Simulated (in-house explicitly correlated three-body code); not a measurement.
Two electrons around a point charge Z = 1.25, with all interactions Yukawa-screened by 0.0125 bohr⁻¹. Computed variationally in 260 exponentially correlated functions with an in-house code, non-relativistic, converged to about 10⁻⁷ hartree. Wanted, and plotted below: the bound S and P states that converged, by term and principal number n, on a logarithmic scale of binding.

The ground state is bound by 4.06 eV. The n = 2 states drawn run, from the deepest, 2 ³S (0.361 eV), 2 ¹S (0.257 eV), 2 ³P (0.142 eV), 2 ¹P (0.138 eV). Exchange puts 2 ³S below 2 ¹S by 0.104 eV and 2 ³P below 2 ¹P by 0.00422 eV.

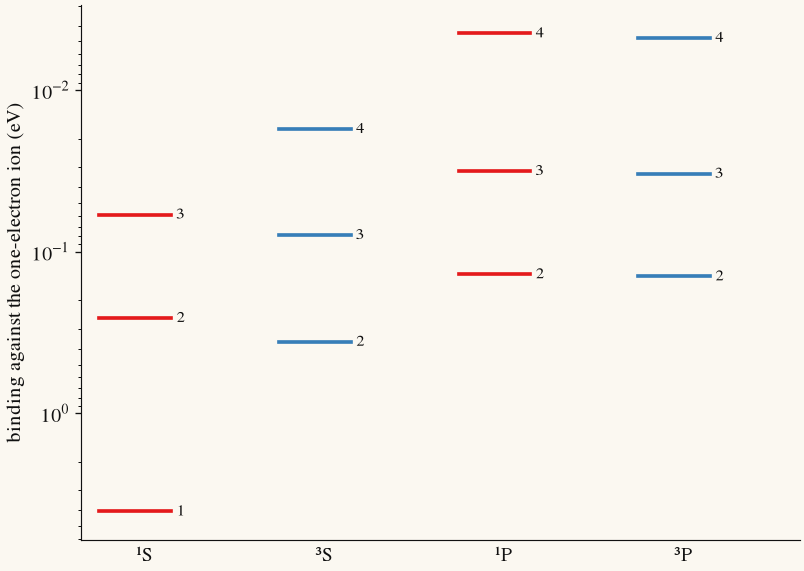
